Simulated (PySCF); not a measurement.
## Electronic structure of C5H7NO2Si (SMILES C/C=C(/C#N)O[SiH2]C=O) in real space

```yaml
atoms:
  - { symbol: C, position_ang: [-2.0285, -1.2311, -0.8320] }
  - { symbol: C, position_ang: [-1.9267, 0.1954, -0.4283] }
  - { symbol: C, position_ang: [-0.7979, 0.7797, -0.0019] }
  - { symbol: C, position_ang: [-0.8046, 2.1492, 0.3634] }
  - { symbol: N, position_ang: [-0.8051, 3.2569, 0.6595] }
  - { symbol: O, position_ang: [0.3754, 0.1008, 0.0943] }
  - { symbol: Si, position_ang: [1.8441, 0.5417, 0.6466] }
  - { symbol: C, position_ang: [2.7760, -1.0999, 0.3404] }
  - { symbol: O, position_ang: [3.9497, -1.2366, 0.5656] }
  - { symbol: H, position_ang: [-2.3670, -1.3027, -1.8654] }
  - { symbol: H, position_ang: [-2.7636, -1.7426, -0.2108] }
  - { symbol: H, position_ang: [-1.0679, -1.7291, -0.7347] }
  - { symbol: H, position_ang: [-2.8233, 0.7958, -0.4837] }
  - { symbol: H, position_ang: [1.8126, 0.8632, 2.0709] }
  - { symbol: H, position_ang: [2.4206, 1.6313, -0.1351] }
  - { symbol: H, position_ang: [2.1986, -1.9630, -0.0602] }
```

Geometry: GFN2-xTB.

Theory: CAM-B3LYP/def2-SVPD, SCF density, gas phase in PySCF 2.14.0.

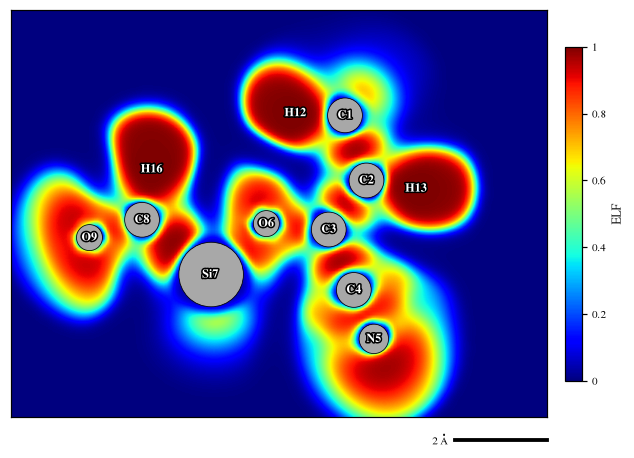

Figure 1. Electron localisation function on the plane of atoms C3, C2 and H13. Grey discs cover the atomic cores.

Interpret the plot.

Answer.
- Atoms in the plane: C, N, O, Si and H.
- C–N (1.15 Å): the ELF peaks at about 0.90 between the atoms (a short, multiple covalent bond).
- C–O (1.20 Å): the ELF peaks at about 0.90 between the atoms: a short, multiple covalent bond.
- C–C (1.34 Å): the ELF peaks at about 0.95 between the atoms; a short, multiple covalent bond.
- Si–O (1.63 Å): the ELF peaks at about 0.90 between the atoms, as expected for a polar covalent bond.
- C–Si (1.91 Å): the ELF peaks at about 1 between the atoms, as expected for localised, covalent bonding.
- The ELF also peaks beside N5, O9 and O6, away from the bonds: lone-pair regions.

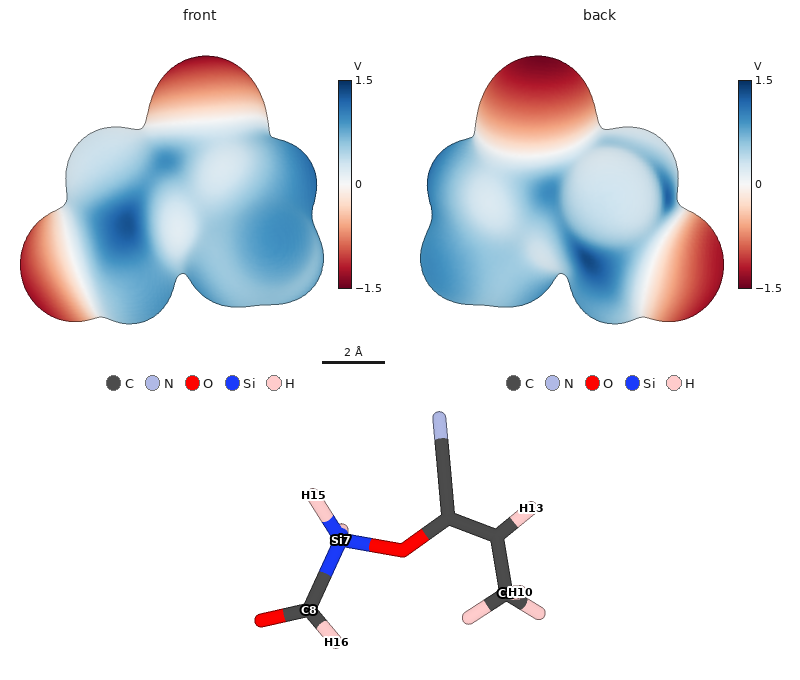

Figure 2. The electrostatic potential painted on the density surface at 0.001 e/bohr³, seen from the front and from behind; red is negative and blue positive. The bare structure is drawn below in the same view.

Which sites attract a positive test charge, and which a negative one?

Answer. A positive charge is drawn to the negative regions and a negative charge to the positive ones. The most negative region (about −1.4 V) lies over N5, the most positive (about +1.3 V) over Si7 and C8. N5 is the likeliest acceptor of a hydrogen bond.
